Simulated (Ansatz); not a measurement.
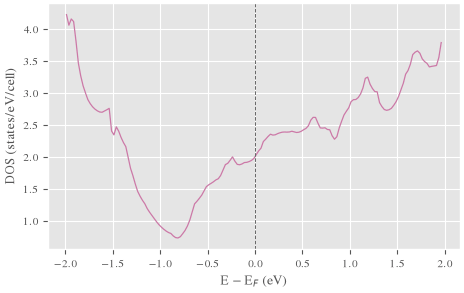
Density of states of Nb3B4 (Immm) near the Fermi level, PBEsol, rigid bands (Ansatz, an electronic-structure program).

**Question.** With 7 atoms a cell, what bare Sommerfeld coefficient γ = (π²/3) k_B² N(E_F) follows?

**Answer.** N(E_F) ≈ 2.0 states/eV a cell at 300 K, so γ ≈ 0.68 mJ/(mol of atoms·K²), before electron-phonon enhancement.

**Question.** How far does the Fermi level move in a rigid band for 0.1 electron a cell added or removed?

**Answer.** 48 meV and -51 meV.

A metal at this level (no band gap); rigid bands, thermally averaged at 300 K, both spins. Spin-orbit coupling is left out. Geometry: cell and atoms relaxed with PBEsol.
